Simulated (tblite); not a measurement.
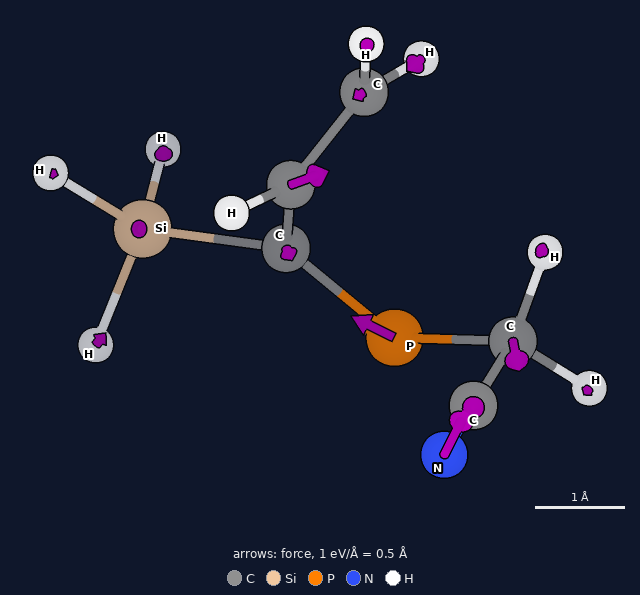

Starting geometry of C$_{5}$H$_{8}$NPSi with the computed forces as purple arrows. A ball-and-stick model, seen at a tilt.

These are results of GFN2-xTB geometry optimisation, gas phase in tblite, not measurements. 

Question: Is this structure relaxed? If not, where do the atoms go?

Answer: It isn't relaxed: the largest force vector, on the N atom, is 2.11 eV/Å. The final displacements have little in common with the starting forces (cosine between the two patterns 0.12). The atom that moves furthest after the best rigid fit is an H atom (1.09 Å). Largest moves by element: H 1.09 Å, N 0.72 Å, C 0.39 Å, P 0.12 Å, Si 0.07 Å. Among the contacts that change: C–C 1.474 → 1.429 Å, C–P 1.869 → 1.906 Å, H–Si 1.493 → 1.465 Å, C–C 1.480 → 1.453 Å. Among the angles between lasting bonds that change: C–C–C 120.2° → 124.9°, C–Si–H 111.5° → 107.9°, H–C–H 105.7° → 109.1°. Groups turn about C–Si by about 45°. After 136 geometry steps the energy has fallen by 0.203 eV.
